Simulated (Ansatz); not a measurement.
GeH2SF4: several calculations on one system

**1. Relaxation**

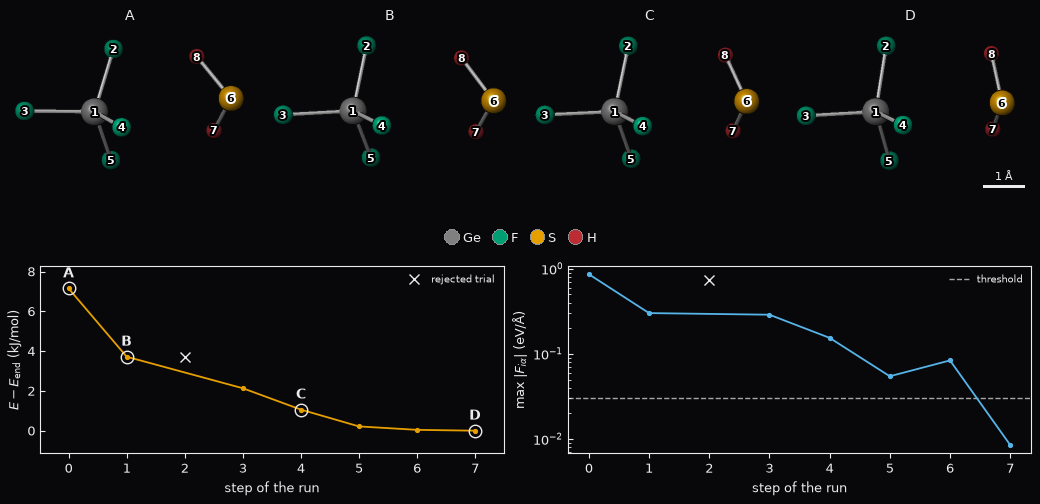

Frames of a relaxation of GeH2SF4, marked on the history of the run. The picture is a ball-and-stick view, seen at a tilt.

The run prepares an end point of a later path (reaction) calculation, from a guessed geometry.

Method: RKS BLYP-D4/def2-SVP (Ansatz).

The input:
```yaml
crystal:
  periodic: [false, false, false]
  atoms:
    - { symbol: Ge, position_ang: [0.201909, 0.077221, -0.109941] }
    - { symbol: F, position_ang: [0.082819, -0.021902, 1.593585] }
    - { symbol: F, position_ang: [1.879517, -0.093796, -0.508397] }
    - { symbol: F, position_ang: [-0.336286, 1.594073, -0.733361] }
    - { symbol: F, position_ang: [-0.644403, -1.258749, -0.822265] }
    - { symbol: S, position_ang: [-3.020401, 0.125365, 1.115806] }
    - { symbol: H, position_ang: [-2.954983, -1.117521, 0.554901] }
    - { symbol: H, position_ang: [-1.999171, -0.177491, 2.003672] }
basis:
  gaussian: { orbitals: def2-SVP }
hamiltonian:
  xc: blyp
  dispersion: d4
relax:
  f_tol: 0.03
  max_steps: 50
```

Command:
```bash
ansatz run input.yaml --threads 4 --pin off --max-ram 5120MiB --backend cpu --events-out ev --progress --plain --runs-dir out
```

Describe the path.

Over 6 accepted moves (7 points after the start) the energy falls by 7.15 kJ/mol. The largest force component goes from 0.86 to 0.0085 eV/Å. The line search rejected the trial step at point 2 of the run. The largest move after the best rigid fit is that of H8, 0.37 Å. By element the largest moves are H 0.37 Å, S 0.27 Å, F 0.20 Å, Ge 0.04 Å. Near-neighbour distances that change, for instance: Ge1–S6 3.448 → 3.170 Å, Ge1–F2 1.711 → 1.737 Å, S6–H8 1.387 → 1.363 Å. Bond angles that change, for instance: F2–Ge1–F5 109.3° → 113.2°, F3–Ge1–F5 107.6° → 104.1°, F3–Ge1–F4 107.8° → 104.6°. Cost: 10 s on 4 threads of Intel(R) Xeon(R) Platinum 8375C CPU @ 2.90GHz (Ice Lake) (shared host), peak memory 0.2 GiB. From step 0 to 1: F2 moves most (0.19 Å), energy −3.43 kJ/mol. From step 1 to 4: S6 moves most (0.19 Å), energy −2.66 kJ/mol. From step 4 to 7: H8 moves most (0.16 Å), energy −1.06 kJ/mol.

```csv
step,"E − E(0), kJ/mol","largest force component, eV/Å",note
0,0.00,0.8613,
1,-3.43,0.3013,
2,-3.42,0.7436,rejected
3,-5.02,0.2883,
4,-6.09,0.1542,
5,-6.93,0.0546,
6,-7.10,0.0838,
7,-7.15,0.0085,
```

**2. Relaxation**

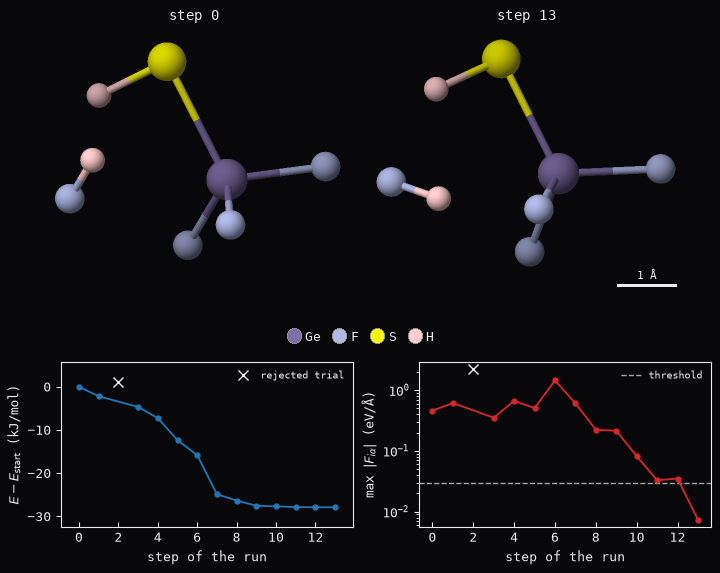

First and last geometry of a relaxation of GeH2SF4, with the history of the run. Style: ball-and-stick. Shown from a free direction.

The run prepares an end point of a later path (reaction) calculation, from a guessed geometry.

These are results of RKS BLYP-D4/def2-SVP (Ansatz), not measurements.

Input
```yaml
crystal:
  periodic: [false, false, false]
  atoms:
    - { symbol: Ge, position_ang: [-0.56807, 0.205575, -0.469157] }
    - { symbol: F, position_ang: [-0.493872, -1.148725, 2.073897] }
    - { symbol: F, position_ang: [0.836155, 0.705871, 0.435825] }
    - { symbol: F, position_ang: [-0.52106, 1.189646, -1.903694] }
    - { symbol: F, position_ang: [-0.352075, -1.437909, -0.986398] }
    - { symbol: S, position_ang: [-2.489774, 0.588121, 0.62431] }
    - { symbol: H, position_ang: [-2.523733, -0.716819, 1.026002] }
    - { symbol: H, position_ang: [-0.678571, -0.25856, 2.293215] }
basis:
  gaussian: { orbitals: def2-SVP }
hamiltonian:
  xc: blyp
  dispersion: d4
relax:
  f_tol: 0.03
  max_steps: 50
```

Launched with:
```bash
ansatz run input.yaml --threads 4 --pin off --max-ram 5120MiB --backend cpu --events-out ev --progress --plain --runs-dir out
```

Q: What do the curves and the structures tell?

A: It converged. The largest move after the best rigid fit is that of H8, 0.69 Å. Largest moves by element: H 0.69 Å, S 0.55 Å, F 0.49 Å, Ge 0.19 Å. Among the contacts that change: Ge1–S6 2.244 → 2.199 Å, Ge1–F3 1.744 → 1.781 Å, F2–H8 0.935 → 0.954 Å, S6–H7 1.366 → 1.376 Å. Among the angles between lasting bonds that change: F3–Ge1–F5 109.0° → 103.0°, F4–Ge1–S6 109.2° → 112.9°, F5–Ge1–S6 114.4° → 117.4°. Groups turn about Ge1–S6 by about 55°. The energy falls by 27.9 kJ/mol in 12 accepted moves (13 points after the start). Largest force component: 0.46 eV/Å at the start, 0.0073 eV/Å at the end. The line search rejected the trial step at point 2 of the run.

Limits of the set-up: the start holds two separate molecules, 2.3 Å apart at their closest, whose relative position is a soft coordinate.

**3. Path**

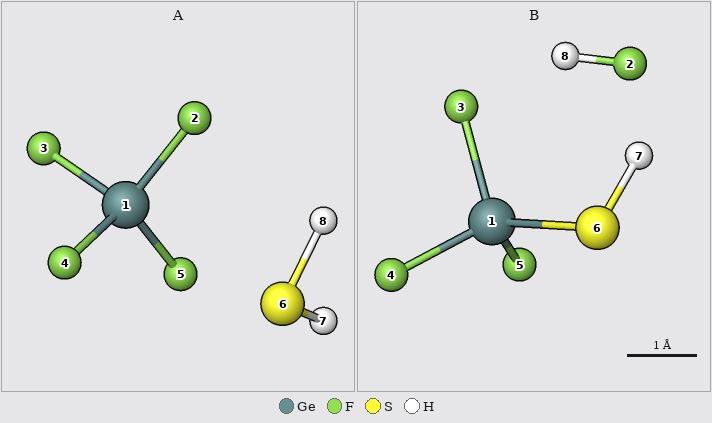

The two relaxed end points of a path for GeH$_{2}$SF$_{4}$, made up at the start of GeF4 and H₂S. The picture is a ball-and-stick view, seen from a free direction.

All numbers below come from Ansatz, RKS BLYP-D4/def2-SVP.

Set-up: 7 movable images; climbing image; force threshold 0.03 eV/Å; iteration limit 60.

Start:
```xyz
8

Ge    0.1710    0.0654   -0.0968
F     0.2710   -0.0568    1.6330
F     1.8181   -0.0602   -0.6261
F    -0.3568    1.6083   -0.6743
F    -0.6163   -1.2947   -0.8349
S    -2.8239    0.1645    0.9361
H    -2.9223   -1.1502    0.5890
H    -2.3318   -0.1492    2.1681
```

End:
```xyz
8

Ge   -0.6809    0.2247   -0.5295
F    -0.8338   -1.1893    2.2591
F     0.4658    0.4809    0.8096
F    -0.2723    1.4193   -1.7219
F    -0.1773   -1.3033   -1.1884
S    -2.7595    0.3904    0.1703
H    -2.3769   -0.3331    1.2766
H    -0.1561   -0.5624    2.0182
```

**What barrier does the band find between them, and by what path?**

The energy climbs by 19.1 kcal/mol to image 3 and then falls by 21.4 kcal/mol, so the end point sits at −2.3 kcal/mol. Breaking: Ge1–F2 (1.74 → 1.97 at the top → 3.13 Å), S6–H8 (1.36 → 1.55 at the top → 3.33 Å). Forming: F2–H8 (2.66 → 1.31 at the top → 0.95 Å), Ge1–S6 (3.17 → 2.48 at the top → 2.20 Å). The band converged in 23 iterations. The largest component of the band force went from 200 to 0.028 eV/Å. The climbing image converged on the top of the path. Its vibrational analysis gives one imaginary mode (601i cm⁻¹), as a transition state must have.

Energies of the converged images:

```
image  path (Å)  E (kcal/mol)
    0      0.00           0.0
    1      0.94           2.8
    2      1.87           9.0
    3      2.82          19.1
    4      3.48           7.1
    5      4.14           4.5
    6      4.81           3.9
    7      5.47           0.3
    8      6.14          -2.3
```

The geometry at the top of the path:

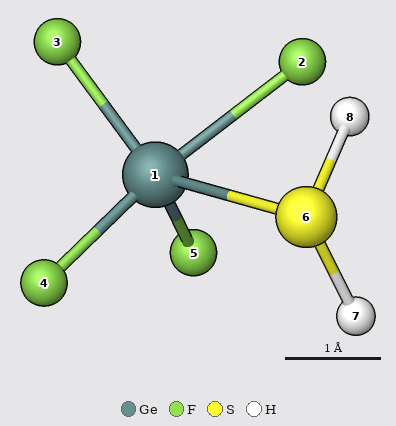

Limits of the set-up: the start holds two separate molecules, 2.7 Å apart at their closest, whose relative position is a soft coordinate.
